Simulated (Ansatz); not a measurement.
# P2Ir (P2_1/c): the dielectric response by several routes, part 2 of 2

Aim: the electronic dielectric constant of P2Ir (P2_1/c) by perturbation theory, a sum over states and the RPA step of G0W0.

Ansatz 0.2.0; linear response on LDA, plane waves, PAW. Known limits of the many-body steps: not at the basis limit; no spin polarisation; d states lean on the start; no spin-orbit coupling; coarse k mesh.

So far. Step 2 (Response to a homogeneous field): One over ε∞ averages 0.06, well under the quarter of exact exchange in PBE0, which by this rule of thumb may open the gap too far. Step 3 (Independent-particle spectrum): The sum gives ε∞ = 16.98, 17.79 and 17.67 without local fields.

**3. Independent-particle spectrum (continued)**

Level of this step: independent-particle optics on LDA, plane waves, PAW (Ansatz).

Independent particles, no local fields, Gaussian width 0.2 eV. ε₁ against photon energy:

| photon energy (eV) | xx | yy | zz |
| --- | --- | --- | --- |
| 0.0 | 16.9 | 17.7 | 17.6 |
| 2.5 | 23.5 | 19.6 | 25.2 |
| 5.0 | -0.245 | -2.10 | -2.29 |
| 7.5 | -4.03 | -4.21 | -2.42 |
| 10.0 | -3.24 | -3.26 | -2.66 |
| 12.5 | -2.13 | -2.39 | -2.12 |
| 15.0 | -1.50 | -1.47 | -1.63 |
| 17.5 | -0.760 | -0.702 | -0.844 |
| 20.0 | -0.326 | -0.316 | -0.378 |
| 22.5 | -0.00451 | 0.0206 | -0.0311 |
| 25.0 | 0.147 | 0.220 | 0.184 |

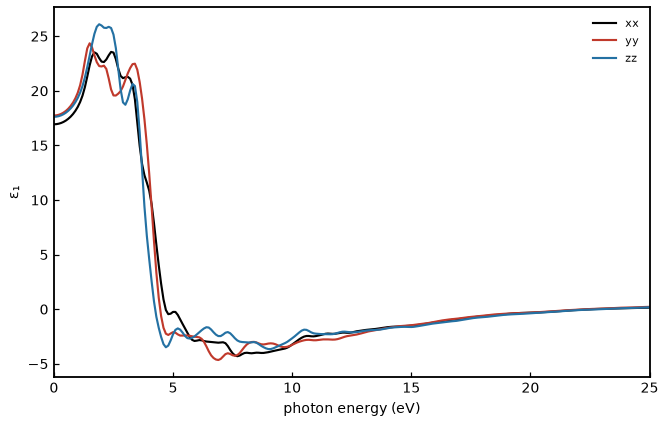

ε₁, plotted against photon energy.

**4. RPA screening from the G0W0 run**

Now the one-shot GW correction: screening in the RPA, then the self-energy of the levels asked for.

This step: G0W0 on LDA, plane waves, PAW.

File input.yaml:

```yaml
crystal:
  lattice:
    - [5.7723350975, 0.0, 0.0]
    - [0.0, 5.80673151, 0.0]
    - [-2.1284997265, 0.0, 5.4731408836]
  atoms:
    - { symbol: P, position: [0.1580067, 0.88188186, 0.87028772] }
    - { symbol: P, position: [0.8419933, 0.38188186, 0.62971228] }
    - { symbol: P, position: [0.8419933, 0.11811814, 0.12971228] }
    - { symbol: P, position: [0.1580067, 0.61811814, 0.37028772] }
    - { symbol: P, position: [0.33432299, 0.37720527, 0.18854639] }
    - { symbol: P, position: [0.66567701, 0.87720527, 0.31145361] }
    - { symbol: P, position: [0.66567701, 0.62279473, 0.81145361] }
    - { symbol: P, position: [0.33432299, 0.12279473, 0.68854639] }
    - { symbol: Ir, position: [0.27186641, 0.49883041, 0.79157869] }
    - { symbol: Ir, position: [0.72813359, 0.99883041, 0.70842131] }
    - { symbol: Ir, position: [0.72813359, 0.50116959, 0.20842131] }
    - { symbol: Ir, position: [0.27186641, 0.00116959, 0.29157869] }
kpoints:
  mp_grid: { grid: [4, 2, 4] }
hamiltonian:
  xc: lda
scf:
  occupations: { method: fixed }
gw:
  n_empty_bands: 843
  ecut_chi: 160.0
  qp_bands: [v4, c4]
  qp_kpoints: band_edges
  screening: { model: contour_deformation }
```

Run with:

```console
$ ansatz run input.yaml --threads 24 --pin off --max-ram 82944MiB --backend cuda --events-out ev --progress --plain --runs-dir out --devices 1 --max-vram 78GiB
```

Numbers of over 12 decimals in the logs are rounded to 6 here.

The program printed:

```text
GPUs: using 1 of 1 available (devices: 1).
[...]
Crystal: 12 atoms, lattice volume = 183.451 Å³
Basis set: ecut = 420 eV, 3599 PW (Γ)
Bands: 66, of which v1, the nominal top of the filled ones, is band 54 counted from 1 (53 counted from 0)
Symmetry: 4 space group operations
[...]
k-points: 20 of 32
[...]
12    57     15.6483   -17.3103    -3.7831   -21.5378  0.7665    16.0953    16.0927  root
[...]
19    55     15.3787   -18.4357    -3.6058   -22.5189  0.7710    15.8586    15.8562  root
    19    56     15.3787   -18.4357    -3.6058   -22.5189  0.7710    15.8586    15.8562  root
    19    57     16.1470   -14.1272    -4.0522   -18.4672  0.7551    16.4365    16.4348  root
    19    58     16.1470   -14.1272    -4.0522   -18.4672  0.7551    16.4365    16.4348  root
[key lines of the parts left out:]
SCF converged after 7 iterations
Free energy (F): -52470.924009 eV
Fermi energy:    13.767467 eV
```

Elapsed: 42 s, on 1 × NVIDIA GB200 (shared by 2 runs) with 24 threads of Arm Neoverse V2, shared host; peak memory 4.7 GiB.

This step gave:

```
bands summed                                 : 897
RPA ε∞ on this mesh (eigenvalues)            : 15.78, 17.46, 18.80
plane waves in the screening matrix          : 843
G0W0 gap on the mesh                         : 1.152 eV
k of the valence top                         : -0.5, -0.5, -0.5
k of the conduction bottom                   : 0, 0, 0
starting gap on the mesh                     : 0.6132 eV
least direct G0W0 gap on the computed points : 2.017 eV
```

The gap on the mesh goes from 0.61 eV to 1.15 eV, a correction of +0.54 eV. Between the two edge states, bare exchange in place of the xc potential would open the gap by 4.20 eV, and correlation takes back 3.66 eV.

Mean over the mesh in bins of 0.25 1/Å. The static inverse dielectric function, diagonal by length of q+G:

| length of q+G (Å⁻¹) | static inverse dielectric function, diagonal |
| --- | --- |
| 0.30 | 0.0796 |
| 1.03 | 0.231 |
| 1.75 | 0.427 |
| 2.25 | 0.554 |
| 3.00 | 0.707 |
| 3.75 | 0.814 |
| 4.50 | 0.889 |
| 5.00 | 0.925 |
| 5.75 | 0.959 |
| 6.43 | 0.976 |

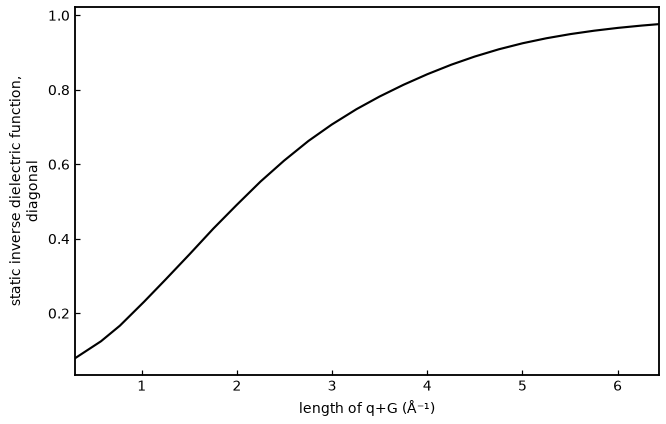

Static inverse dielectric function, diagonal, plotted against length of q+G.

**5. The values together**

Times are wall times on 1 × NVIDIA GB200 (shared by 2 runs) with 24 threads of Arm Neoverse V2, shared host, good to a factor of about two.

| method | mesh | ε∞, low | middle | high | mean | time |
| --- | --- | --- | --- | --- | --- | --- |
| perturbation theory (local fields and xc kernel) | 4×4×4 (response on 216 points) | 15.85 | 17.19 | 17.25 | 16.77 | 11 s |
| sum over states (no local fields) | 4×4×4 | 16.98 | 17.67 | 17.79 | 17.48 | 7 s |
| RPA with local fields, on the GW mesh | 4×2×4 | 15.78 | 17.46 | 18.80 | 17.35 | 42 s |

**6. What came out**

```yaml
perturbation_theory_local_fields_and_xc_kernel: 15.85, 17.19, 17.25
sum_over_states_no_local_fields: 16.98, 17.67, 17.79
rpa_with_local_fields_on_the_gw_mesh: 15.78, 17.46, 18.80
```

**Reading.** Mean Born effective charge: P1 2.33, P5 2.65, Ir9 -4.98 e. The ε₂ (xx) has its highest peak at 4.2 eV. The sum without local fields gives 17.48 in the mean against 16.77 by perturbation theory; local fields lower ε∞ and the xc kernel gives part of it back, though the sum also carries the error of its own mesh. The RPA values on the 4×2×4 mesh average 1.03 times those of perturbation theory (means 17.35 and 16.77, which can hide unlike anisotropies). Without the xc kernel RPA should lie a little lower; it lies higher here. Perturbation theory sums its response on a denser mesh of its own, so the coarser sum of the GW run is the likely cause. LDA usually puts the gap too low, which tends to raise ε∞. Ions are clamped, so the lattice part of the static constant is not in these numbers.

[Paths, hosts, dates, memory and timing lines, banners, echoed tables and standing remarks are left out of the program output.]

[Logs are printed without paths, hosts, clocks, repeated set-up lines and the standing remarks that a program may print on its own settings, such as how far it seeks lower states.]

[Runs of the session that timed out or met a known fault of the program may be left out.]

[Cells called generated may have been cut or substituted from an entry of the Crystallography Open Database or the Materials Project.]

[Hosts, paths, dates, database ids (printed as entryN), source tags and the programs' standing remarks are cut or masked in the printed files.]
